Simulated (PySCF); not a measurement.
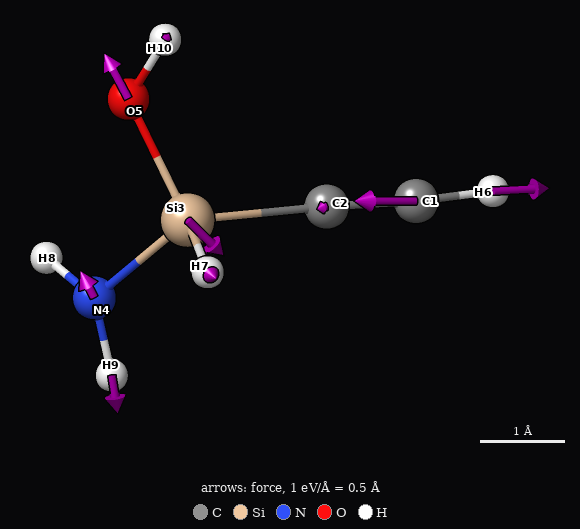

Starting geometry of C$_{2}$H$_{5}$NOSi with the computed forces as purple arrows. The picture is a ball-and-stick view, seen at a tilt.

The start comes from GFN2-xTB. Its atoms were then displaced at random by about 0.01 Å.

Computed with PBE0-D3(BJ)/def2-SVP geometry optimisation, gas phase (PySCF). 

**What follows when this structure is relaxed?**

It isn't relaxed: the largest force vector, on C1, is 1.76 eV/Å. The final displacements have little in common with the starting forces (cosine between the two patterns −0.09). The atom that moves furthest after the best rigid fit is H9 (0.93 Å). By element the largest moves are H 0.93 Å, O 0.24 Å, C 0.21 Å, N 0.18 Å, Si 0.09 Å. Near-neighbour distances that change, for instance: Si3–O5 1.618 → 1.666 Å, C1–H6 1.040 → 1.076 Å, C2–Si3 1.876 → 1.845 Å, Si3–H7 1.466 → 1.487 Å. Bond angles that change, for instance: N4–Si3–O5 103.3° → 112.7°, Si3–N4–H8 117.5° → 123.1°, Si3–O5–H10 119.5° → 115.0°. Groups turn about Si3–O5 by about 40°. The energy falls by 15.5 kJ/mol in 26 geometry steps.
